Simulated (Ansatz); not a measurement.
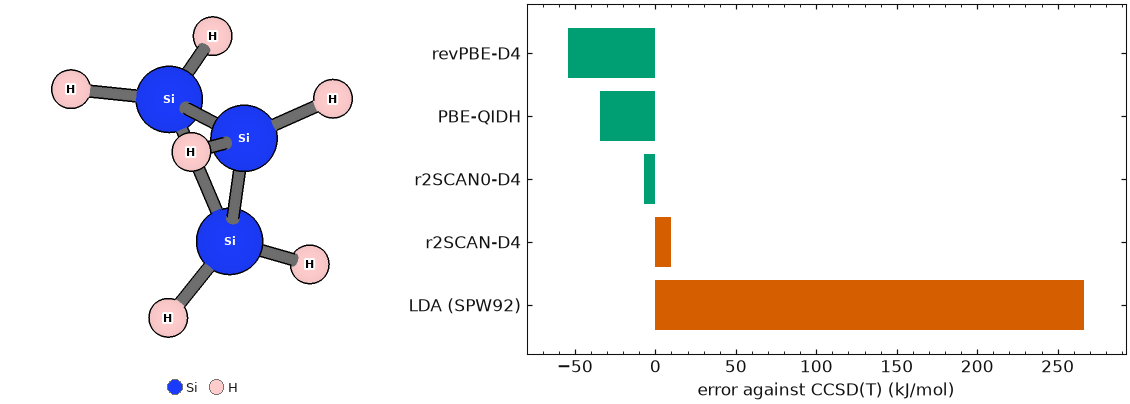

Error in the electronic atomisation energy (method less reference, so positive means overbinding) of Si₃H₆, SMILES [SiH2]1[SiH2][SiH2]1: functionals in def2-TZVPP against frozen-core CCSD(T) at the limit (MP2 extrapolated from triple and quadruple zeta, plus CCSD(T) less MP2 in a smaller set), which gives 2513.1 kJ/mol, at a PBE0-D4/def2-TZVP geometry (a minimum by its frequencies), no zero-point or spin-orbit term, the Ansatz code 0.2.0. The reference leaves out core correlation, a term that grows with the number of heavy atoms. PBE-QIDH holds a correlation term that converges slowly with the basis, so part of the distance to the limit is basis error. No dispersion term is added to PBE-QIDH.

> What range do the values span?

From −54.3 kJ/mol (revPBE-D4) to 266.5 kJ/mol (LDA (SPW92)).

> Which of these levels overbind, and which underbind?

Overbind: LDA (SPW92). Underbind: revPBE-D4 and PBE-QIDH. Within 15 kJ/mol of zero, too close to call in view of what the reference leaves out: r2SCAN0-D4 and r2SCAN-D4.
